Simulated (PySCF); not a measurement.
The calculation's input:

```
{"job": {"kind": "nmr", "xc": "B3LYP", "basis": "pcSseg-1", "pop": false}, "charge": 0, "multiplicity": 1}
B     -0.739361     1.368190    -0.480252
N     -0.483010    -0.024871    -0.193057
C     -1.649666    -0.880846    -0.159709
Si     0.953711    -0.531053     0.603655
N      2.158712     0.590102     0.093553
H     -1.077217     2.107663     0.370382
H     -0.646758     1.756048    -1.587348
H     -1.342982    -1.921369    -0.068922
H     -2.226753    -0.763808    -1.080849
H     -2.308599    -0.641282     0.684097
H      1.106253    -1.938983     0.193676
H      0.981805    -0.436134     2.072551
H      3.097927     0.456954     0.428924
H      2.175935     0.859388    -0.876702
```

Run with:

```sh
OMP_NUM_THREADS=1 python ens_run.py task.json out
```

Geometry: GFN2-xTB.

Method: PySCF, B3LYP/pcSseg-1, SCF density, gas phase, non-relativistic.

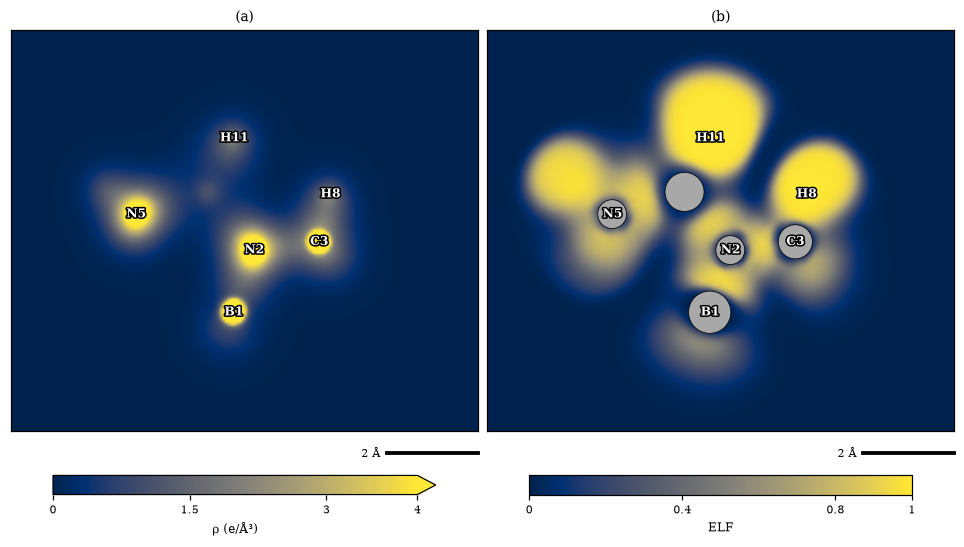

CH$_{9}$BN$_{2}$Si (SMILES BN(C)[SiH2]N). (a) electron density; (b) electron localisation function on the plane of atoms B1, N2 and C3. Grey discs cover the atomic cores in the ELF map.

What do the fields say about this system?

Answer. The section cuts through B, N, C and H sites. B–N (1.45 Å): ρ is about 1.8 e/Å³ halfway; the ELF peaks at about 0.95 between the atoms, as expected for a polar covalent bond. C–N (1.45 Å): ρ is about 1.8 e/Å³ halfway; the ELF peaks at about 0.90 between the atoms; localised, covalent bonding. C–H (1.09 Å): ρ is about 2 e/Å³ halfway; the ELF climbs to about 1 towards the hydrogen, as it does in any bond to H (an ordinary covalent bond to hydrogen).
